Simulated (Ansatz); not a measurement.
```
Nb Sn Cu S
1.0
     5.76628    0.00000    0.00000
     0.00000    5.76628    0.00000
     0.00000    0.00000    9.87376
Nb Sn Cu S
2 2 4 8
Direct
  0.00000 0.00000 0.00000
  0.50000 0.50000 0.50000
  0.00000 0.00000 0.50000
  0.50000 0.50000 0.00000
  0.50000 0.00000 0.25000
  0.00000 0.50000 0.75000
  0.00000 0.50000 0.25000
  0.50000 0.00000 0.75000
  0.27887 0.27887 0.35353
  0.77887 0.77887 0.85353
  0.77887 0.22113 0.14647
  0.27887 0.72113 0.64647
  0.22113 0.22113 0.85353
  0.72113 0.72113 0.35353
  0.22113 0.77887 0.14647
  0.72113 0.27887 0.64647
```

Space group I-42m; built by placing these elements on a known structure type; computed pressure about 5 GPa in this cell; computed without spin polarisation.

Level of theory: DFT, PAW plane waves, PBE (Ansatz 0.2.0).

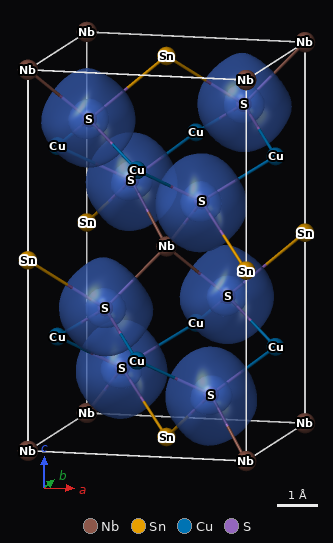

NbCu2SnS4. Isosurface of the electron localisation function at 0.65 (blue), seen slightly off an axis. Only the valence region is drawn (cores and ρ < 0.01 e/Å³ removed). Sticks mark near contacts.

Question: What do the ELF domains correspond to?

Answer: The ELF exceeds this value in eight regions wrapped around S (the valence shell of each), counted in one cell of 16 atoms. Any copies at cell faces, edges or corners count once. Profiles from the grid: Cu–S (2.29 Å): the ELF peaks at about 0.90 in the valence shell of S, 0.8 Å from its nucleus, and is about 0.45 at the midpoint. Nb–S (2.31 Å): the ELF peaks at about 0.85 in the valence shell of S, 0.8 Å from its nucleus, and is about 0.45 at the midpoint.

Question: Which way does charge flow, and how much by Bader's partition?

Answer: Electrons move from Nb, Sn and Cu towards S. Bader charges: Nb +1.59, Sn +1.00, Cu +0.50 and S −0.90 e.
